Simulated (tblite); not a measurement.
# C4H11FGe2S: the cost of one run

The runs use tblite 0.8.0 and PySCF 2.14.0, with density-fitted response routines of our own; the level of theory stands in each step. All values are computed, except where a source is named. Atoms count from 0, in the outputs and in this text.

### Step 1. The starting structure

19 atoms, charge 0, multiplicity 1; geometry from: force field or distance geometry start.

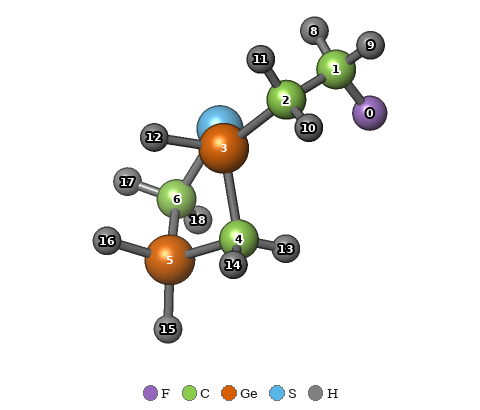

The starting geometry (fluorine purple, carbon green, germanium orange, sulfur blue, hydrogen grey), atoms numbered.

### Step 2. Geometry optimisation with GFN2-xTB

The job: settings as JSON, then the geometry in Å.

```
{"job": {"kind": "relax", "xc": "GFN2-xTB", "basis": "xTB"}, "charge": 0, "multiplicity": 1}
F      2.177000     1.844400    -0.539000
C      2.756700     0.952300     0.318500
C      2.234100    -0.454200     0.149500
Ge     0.354500    -0.622200     0.430300
C     -0.743200    -0.582400    -1.162400
Ge    -2.487000    -0.504500    -0.256600
C     -2.353100     0.880600     1.089100
S     -0.570600     1.106400     1.483100
H      2.696000     1.268100     1.389300
H      3.835800     0.914400     0.075400
H      2.548800    -0.888700    -0.823100
H      2.745200    -1.077300     0.930500
H     -0.039000    -1.876100     1.263400
H     -0.574000     0.369900    -1.714100
H     -0.655000    -1.458200    -1.799200
H     -3.665100    -0.365900    -1.197100
H     -2.569700    -1.846000     0.550500
H     -2.852100     0.549300     2.047900
H     -2.849100     1.799400     0.786900
```

On the command line:

```
$ OMP_NUM_THREADS=1 python probes_run.py task.json out
```

This one command runs all jobs of the session in turn.

Q: Estimate the wall time and peak memory of this first job on 1 thread of Arm Neoverse V1, shared host.

About 2.2 s, with a peak of 0.24 GiB.
